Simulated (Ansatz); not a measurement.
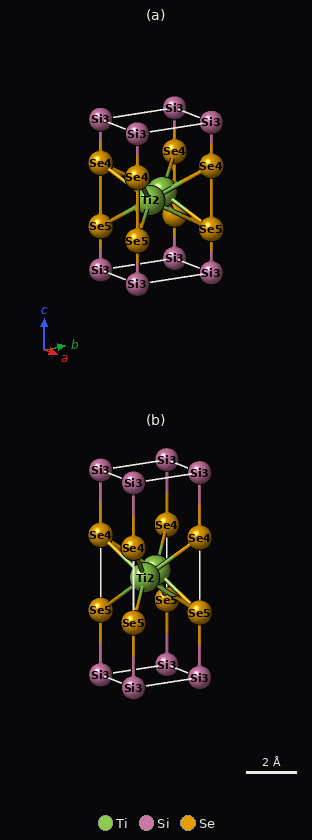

The structure of a crystal of Ti2SiSe2 (a generated structure, set up in P6/mmm) (coarse preliminary run) before (top) and after (bottom) a relaxation, at one scale.

The picture is a ball-and-stick view of the cell of the calculation, seen slightly off an axis.

Computed with DFT PBE, scalar-relativistic, plane waves, PAW in Ansatz. Set-up: plane-wave cutoff 420 eV; k-point mesh 6 × 6 × 4; occupations gaussian; smearing width 0.1 eV; collinear spin; cell and atoms relaxed; force threshold 0.04 eV/Å; at most 70 steps.

> What changed between the two?

The largest moves relative to the cell, 0.23 Å, are those of Se atoms. Ti and Si stay in place. Cell: a = b 4.586 → 4.103 Å (−10.5 %), c 6.184 → 8.415 Å (+36.1 %). Volume +8.9 %. Among the contacts that change: Se–Si 1.793 → 2.668 Å, Se–Se 2.598 → 3.078 Å, Ti–Ti 2.648 → 2.369 Å, Se–Ti 2.949 → 2.825 Å. The space group stays P6/mmm (No. 191). Over 12 accepted moves (14 points after the start) the energy falls by 1582 meV per atom. The largest force component goes from 13 to 0.001 eV/Å. Pressure: 26.66 GPa at the start and −0.01 GPa at the end. The SCF was repeated twice at an unchanged geometry on a basis and grid sized afresh for the cell, which shifted the energy by 31.7 meV per atom at most. The program noted that the starting moments weren't kept. The run may lie on a higher electronic state than the lowest, so the end point isn't shown to be the ground-state structure. Cost: 12 min on 1 thread of Intel(R) Xeon(R) Processor @ 2.50GHz (Skylake/Cascade Lake), on a shared host, peak memory 0.51 GiB.
